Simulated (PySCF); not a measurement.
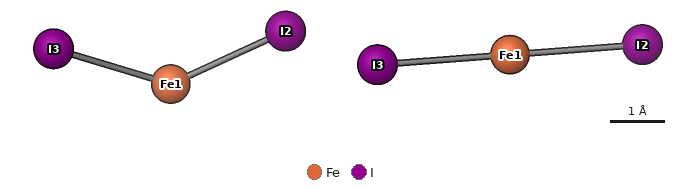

Two geometries of FeI2 (multiplicity 5), drawn at one scale. One is the start of a relaxation, the other its converged end. Style: ball-and-stick. Shown at a tilt.

The calculation used PBE0-D3(BJ)/def2-SVP geometry optimisation, gas phase in PySCF. 

> Which geometry has the lower energy?

The right one is the relaxed one. The start comes from GFN2-xTB. Its atoms were then displaced at random by about 0.03 Å. The atom that moves furthest after the best rigid fit is Fe1 (0.66 Å). By element the largest moves are Fe 0.66 Å, I 0.46 Å. Some distances before and after: Fe1–I2 2.379 → 2.491 Å, Fe1–I3 2.416 → 2.491 Å. Bond angles that change, for instance: I2–Fe1–I3 131.1° → 180.0°. The energy falls by 0.334 eV in 6 geometry steps.
